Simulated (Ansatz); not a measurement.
# Fields on a plane of ZnCu (CsCl type)

```xyz
2
Lattice="2.9638 0.0000 0.0000 0.0000 2.9638 0.0000 0.0000 0.0000 2.9638" Properties=species:S:1:pos:R:3 pbc="T T T"
Zn     1.4819     1.4819     1.4819
Cu     0.0000     0.0000     0.0000
```

The slice is a {100} plane (indices of the conventional cell) through the point (0.500, 0.500, 0.500) (fractional), spanned by u = [100] and v = [010] in vectors of this cell: u (2.96 Å) and v (2.96 Å, at 90° to u). It covers one period; positions are fractions (u, v).

Atoms on it: Zn at (0.00, 0.00).

Calculation: PBE (plane waves to 420 eV, PAW, scalar-relativistic; Ansatz, an electronic-structure program). k mesh 16×16×16. Inside the PAW spheres the values are not all-electron values, and peaks at nuclei hang on which shells count as valence. ZnCu is run without spin polarisation. ZnCu was relaxed with its symmetry unable to fall.

```
|xxxxxx :=++++*%@@@%*++++=: xxxxx|
|xxxxxx.-=+++*#%@@@%#*+++=-.xxxxx|
|xxxxx .-++++*#%@@@%#*++++-. xxxx|
|xxxx .:=+++**#@@@@@#**+++=:. xxx|
|xxx .:=++++*#%@@@@@%#*++++=:. xx|
|  ..:=++++**#@@@@@@@#**++++=:.. |
|::--=+++***#%@@@@@@@%#***+++=--:|
|===++++***#%@@@@@@@@@%#***++++==|
|+++++++**#%%@@@@@@@@@%%#**++++++|
|++++++**#%%@@@@@@@@@@@%%#**+++++|
|++++***#%%@@@@@@@@@@@@@%%#***+++|
|++***##%@@@@@@%%%%%@@@@@@%##***+|
|**###%@@@@@@@%%%%%%%@@@@@@@%###*|
|%%%%@@@@@@@@%%%%%%%%%@@@@@@@@%%%|
|@@@@@@@@@@@@%%%%%%%%%@@@@@@@@@@@|
|@@@@@@@@@@@@%%%%%%%%%@@@@@@@@@@@|
|@@@@@@@@@@@@%%%%%%%%%@@@@@@@@@@@|
|%%%%@@@@@@@@%%%%%%%%%@@@@@@@@%%%|
|**###%@@@@@@@%%%%%%%@@@@@@@%###*|
|++***##%@@@@@@%%%%%@@@@@@%##***+|
|++++***#%%@@@@@@@@@@@@@%%#***+++|
|++++++**#%%@@@@@@@@@@@%%#**+++++|
|+++++++**#%%@@@@@@@@@%%#**++++++|
|===++++***#%@@@@@@@@@%#***++++==|
|::--=+++***#%@@@@@@@%#***+++=--:|
|  ..:=++++**#@@@@@@@#**++++=:.. |
|xxx .:=++++*#%@@@@@%#*++++=:. xx|
|xxxx .:=+++**#@@@@@#**+++=:. xxx|
|xxxxx .-++++*#%@@@%#*++++-. xxxx|
|xxxxxx.-=+++*#%@@@%#*+++=-.xxxxx|
|xxxxxx :=++++*%@@@%*++++=: xxxxx|
|xxxxxx :=++++*%@@@%*++++=: xxxxx|
```
Scale: ten equal steps from 0.04 (start of ' ') to 0.31 (end of '@'), in the order ' .:-=+*#%@'. Values: electron localisation function (ELF). The map has 32 points along u (one character each, u = 0 at the left) and 32 along v (v = 0 in the bottom row). Points within 0.5 Å of a nucleus are blanked (x), as the pseudised field means little there.

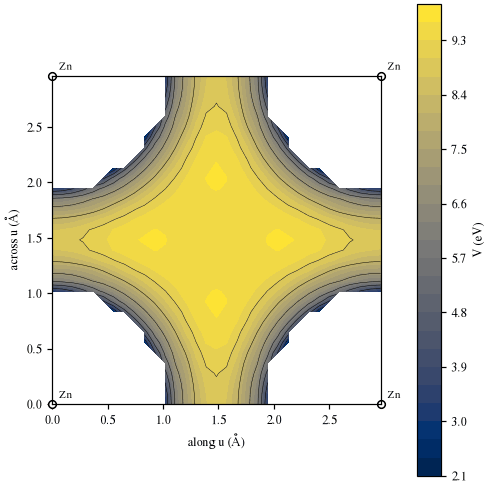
Fig. 1. Electrostatic potential energy of an electron, from the cell's mean, in eV, one period of the plane, atoms marked. Points within 1 Å of a nucleus are left white, as the pseudised field means little there. The zero, the cell's mean, hangs on the PAW cores.
